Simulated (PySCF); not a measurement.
C9H21GaO3, SMILES C([O][Ga]([O]C(C)C)[O]C(C)C)(C)C at its GFN2-xTB optimised geometry (Å):

```
34

Ga    -0.9857    -0.1419     0.0000
O     -2.0716    -1.5346     0.0275
C     -1.7952    -2.8554     0.4461
C     -3.0535    -3.6791     0.1704
C     -1.4208    -2.8960     1.9246
H     -0.9635    -3.2750    -0.1433
H     -3.8835    -3.2762     0.7445
H     -2.8896    -4.7173     0.4470
H     -3.3053    -3.6237    -0.8854
H     -0.5430    -2.2657     2.0917
H     -2.2432    -2.5056     2.5205
H     -1.1960    -3.9130     2.2379
O      0.7920    -0.1419     0.0000
C      1.7379    -1.1635    -0.2314
C      3.1166    -0.5778     0.0751
C      1.6561    -1.6637    -1.6707
H      1.5545    -2.0096     0.4491
H      3.3138     0.2593    -0.5898
H      3.8835    -1.3358    -0.0604
H      3.1446    -0.2187     1.1006
H      0.6441    -2.0220    -1.8714
H      1.8762    -0.8487    -2.3571
H      2.3622    -2.4741    -1.8358
O     -1.7946     1.4151     0.0000
C     -1.2099     2.6425    -0.4010
C     -2.1993     3.7440    -0.0220
C     -0.9223     2.6413    -1.8979
H     -0.2673     2.8050     0.1412
H     -3.1364     3.5893    -0.5505
H     -1.7919     4.7173    -0.2825
H     -2.3954     3.7110     1.0464
H     -0.2326     1.8238    -2.1216
H     -1.8455     2.4807    -2.4509
H     -0.4736     3.5831    -2.2050
```

Method: B3LYP/def2-SVP run with PySCF.

Map of the electrostatic potential (hartree/e), clipped to [-0.08, 0.12] on the plane z = 1.2 Å:

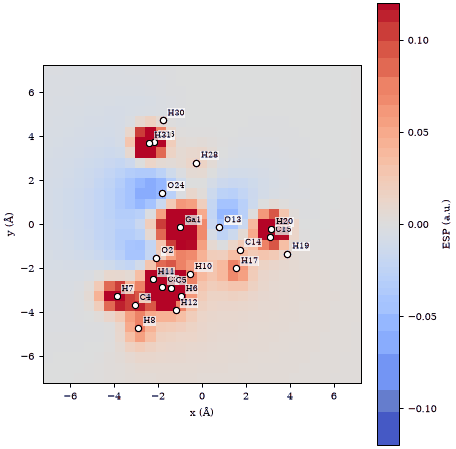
Figure. Electrostatic potential (hartree/e), clipped to [-0.08, 0.12] on the plane z = 1.2 Å.
